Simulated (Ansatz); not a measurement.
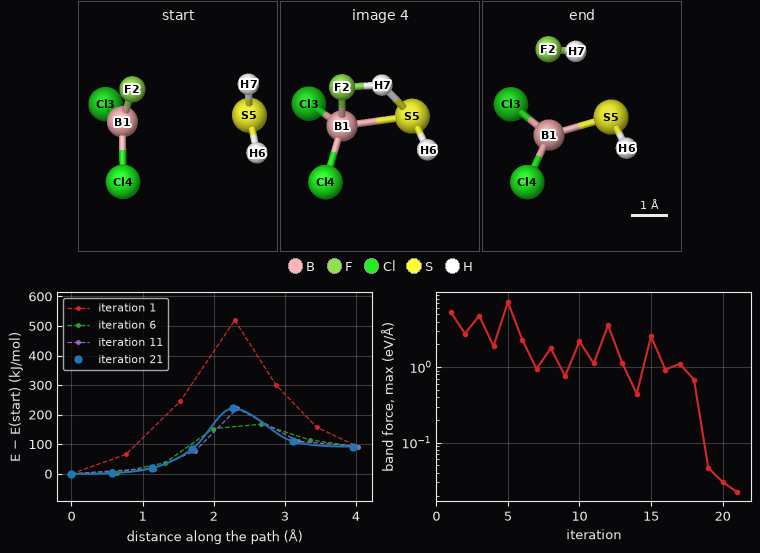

NEB run on BH$_{2}$SCl$_{2}$F, made up at the start of BCl₂F and H$_{2}$S. Images are numbered from 0 (start) to 6 (end). The plot follows the band through its iterations. Style: ball-and-stick. Shown at a tilt.

These are results of Ansatz, RHF/def2-SVP, not measurements.

Input file:
```yaml
crystal:
  periodic: [false, false, false]
  atoms:
    - { symbol: B, position_ang: [0.057934, 0.574621, -0.221235] }
    - { symbol: F, position_ang: [-0.059209, 0.697298, 1.067552] }
    - { symbol: Cl, position_ang: [1.636128, 0.735967, -0.955421] }
    - { symbol: Cl, position_ang: [-1.386705, 0.342432, -1.184621] }
    - { symbol: S, position_ang: [0.245244, -2.867921, 0.76801] }
    - { symbol: H, position_ang: [-1.046672, -3.086453, 0.514851] }
    - { symbol: H, position_ang: [0.02578, -2.425443, 2.008065] }
basis:
  gaussian: { orbitals: def2-SVP }
hamiltonian:
  xc: hf
neb:
  order_check: false
  images: 5
  f_tol: 0.03
  max_iterations: 60
  final_atoms:
    - { symbol: B, position_ang: [0.08645895, -0.60227002, -0.69351322] }
    - { symbol: F, position_ang: [-0.09855558, -0.04837142, 2.51390013] }
    - { symbol: Cl, position_ang: [1.54678286, 0.34947563, -0.87503037] }
    - { symbol: Cl, position_ang: [-1.46138757, 0.03951052, -1.20722515] }
    - { symbol: S, position_ang: [0.25266826, -2.26808807, 0.00125237] }
    - { symbol: H, position_ang: [-1.03480548, -2.61999838, -0.03967329] }
    - { symbol: H, position_ang: [0.18133854, -0.87975725, 2.29749053] }
  initial_path:
    images:
      - { positions_ang: [[0.057934, 0.574621, -0.221235], [-0.059209, 0.697298, 1.067552], [1.636128, 0.735967, -0.955421], [-1.386705, 0.342432, -1.184621], [0.245244, -2.867921, 0.76801], [-1.046672, -3.086453, 0.514851], [0.02578, -2.425443, 2.008065]] }
      - { positions_ang: [[0.04166214, 0.38336198, -0.14577357], [-0.04088417, 0.46225004, 1.2700591], [1.63316939, 0.48825169, -0.940946], [-1.45585107, 0.23446975, -1.1022876], [0.18969545, -2.60517597, 0.74050993], [-0.92393517, -3.01748741, 0.28361903], [0.02864343, -1.97516907, 1.89202011]] }
      - { positions_ang: [[0.02539028, 0.19210295, -0.07031214], [-0.02255933, 0.22720208, 1.4725662], [1.63021077, 0.24053638, -0.92647099], [-1.52499715, 0.12650751, -1.0199542], [0.1341469, -2.34243094, 0.71300986], [-0.80119833, -2.94852183, 0.05238705], [0.03150686, -1.52489515, 1.77597522]] }
      - { positions_ang: [[0.00911842, 0.00084393, 0.00514929], [-0.0042345, -0.00784589, 1.67507329], [1.62725216, -0.00717893, -0.91199599], [-1.59414322, 0.01854526, -0.9376208], [0.07859835, -2.07968591, 0.68550979], [-0.6784615, -2.87955624, -0.17884492], [0.03437029, -1.07462122, 1.65993033]] }
      - { positions_ang: [[0.03489859, -0.20019406, -0.22773822], [-0.03567486, -0.0213544, 1.95468224], [1.60042906, 0.11170592, -0.89967412], [-1.54989134, 0.02553368, -1.02748891], [0.13662165, -2.14248663, 0.45742398], [-0.79724282, -2.79303695, -0.13245438], [0.08335971, -1.00966657, 1.8724504]] }
      - { positions_ang: [[0.06067877, -0.40123204, -0.46062572], [-0.06711522, -0.03486291, 2.23429118], [1.57360596, 0.23059078, -0.88735224], [-1.50563945, 0.0325221, -1.11735703], [0.19464496, -2.20528735, 0.22933818], [-0.91602415, -2.70651767, -0.08606383], [0.13234913, -0.94471191, 2.08497046]] }
      - { positions_ang: [[0.08645895, -0.60227002, -0.69351322], [-0.09855558, -0.04837142, 2.51390013], [1.54678286, 0.34947563, -0.87503037], [-1.46138757, 0.03951052, -1.20722515], [0.25266826, -2.26808807, 0.00125237], [-1.03480548, -2.61999838, -0.03967329], [0.18133854, -0.87975725, 2.29749053]] }
```

Command:
```bash
ansatz run input.yaml --threads 1 --pin off --max-ram 2048MiB --backend cpu --events-out ev --progress --plain --runs-dir out
```

Did the band converge, and can the barrier be trusted?

The result is final at these settings. The band converged in 21 iterations. The largest component of the band force went from 5.4 to 0.022 eV/Å. The climbing image converged on the top of the path. Its vibrational analysis gives one imaginary mode (1625i cm⁻¹), as a transition state must have. The first iteration put the highest image at 519.9 kJ/mol. Forward barrier 221.0 kJ/mol, backward barrier 128.8 kJ/mol, with image 4 at the top; the reaction energy is +92.2 kJ/mol.

Limits of the set-up: the start holds two separate molecules, 3.3 Å apart at their closest, whose relative position is a soft coordinate and is computed without a dispersion correction; Hartree-Fock leaves out electron correlation.

The run took 3.6 min on 1 thread of Arm Neoverse V1, with other jobs on the host, peak memory 0.18 GiB.
